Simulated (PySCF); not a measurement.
```yaml
atoms:
  - { symbol: Ir, position_ang: [0.0000, 0.0000, 1.1286] }
  - { symbol: Ir, position_ang: [0.0000, 0.0000, -1.1286] }
```

⟨S²⟩ = 3.80, above the pure value of 3.75; core potentials replace the inner electrons of Ir; the highest occupied orbital lies above zero, a sign that basis and functional describe the outermost electron poorly.

Level of theory: UKS TPSS, Ir def2-SVP with ECP60; non-relativistic Hamiltonian with scalar-relativistic core potentials where named; density fitting (PySCF 2.14.0).

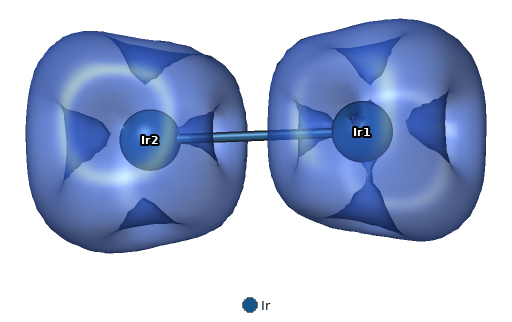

Ir2 (charge −1, quartet). Isosurface of the spin density (α minus β) at +0.06 e/Å³ (blue), seen from one side.

Q: Which atoms carry the spin?

A: The unpaired spin (3 electrons) lies mostly on Ir1 (about 1.5) and Ir2 (about 1.5), in electrons by Hirshfeld's partition.
